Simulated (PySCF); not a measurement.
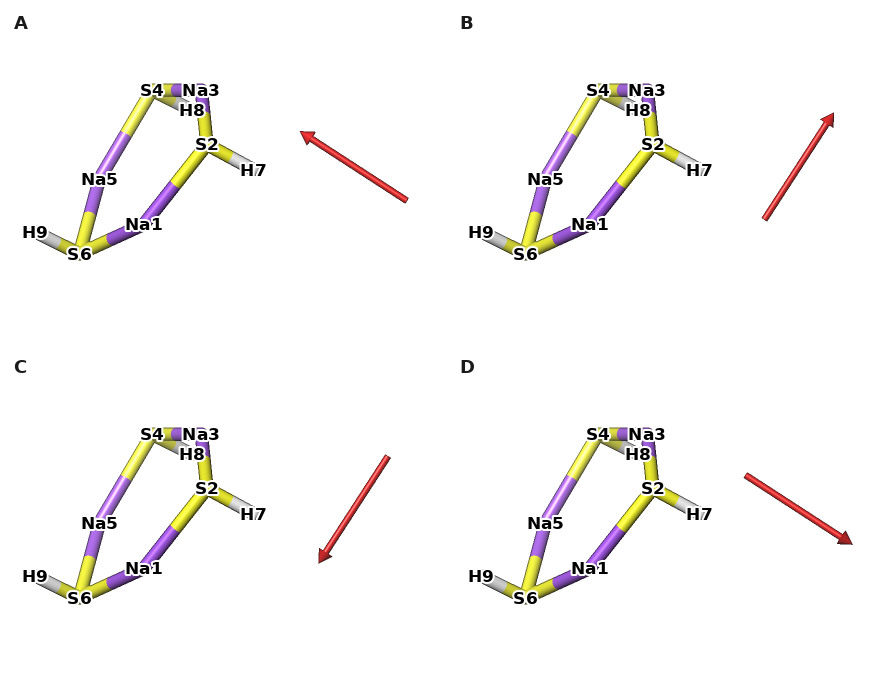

The same molecule four times, each with an arrow. The computed structure is the end point of a PBE0-D3(BJ)/def2-SVP optimisation. No frequency run is at hand to confirm it as a minimum. Properties computed with B3LYP/pcSseg-1, gas phase (PySCF 2.14.0).

### Which arrow points along the dipole moment, from the negative to the positive end?

D. The dipole moment is 1.29 D; it points from the side of H9 to the side of H7 (the outermost atoms at the two ends).
